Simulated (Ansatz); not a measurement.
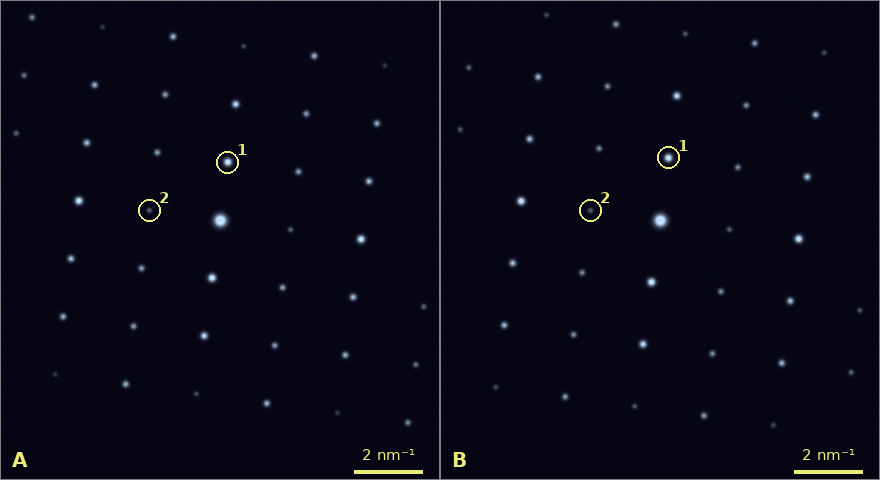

Kinematic electron diffraction patterns (120 kV, B = 0.5 Å², same scale) along [010] of the run's own cell, for the start and the end of one relaxation of HfWS3 with DFT PBE, scalar-relativistic, plane waves, PAW in Ansatz 0.2.0. k mesh 8×8×8. The start is a generated model structure, and the relaxation ends in the nearest stationary point of its symmetry, not necessarily the ground state. Spot 1 is 0 0 -1 and spot 2 is -1 0 0 in both.

Start structure:

```
Hf W S
1.0
     4.79995    0.00000    0.00000
     0.00000    4.79995    0.00000
     0.00000    0.00000    5.36553
Hf W S
1 1 3
Direct
  0.50000 0.50000 0.49293
  0.00000 0.00000 0.38098
  0.50000 0.50000 0.91462
  0.00000 0.50000 0.33573
  0.50000 0.00000 0.33573
```

Which pattern belongs to the start structure, and which to the relaxed one?

Answer. B is the start: its cell gives d(1) = 5.366 Å, d(2) = 4.800 Å and an angle of 90.0°. A is the relaxed structure, with d(1) = 5.750 Å (+7.2 %), d(2) = 4.721 Å (-1.6 %) and 90.0°.

What did the relaxation do to the structure and the energy?

Answer. The volume changed by +3.7 % to 25.63 Å³ an atom; with the mean shift removed, the atoms moved by up to 0.11 Å relative to the cell (Hf most); the space group stayed P4mm (No. 99); the free energy fell by 5.9 meV an atom. Relaxed cell: a = 4.721 Å, b = 4.721 Å, c = 5.750 Å, α = 90.00°, β = 90.00°, γ = 90.00°.
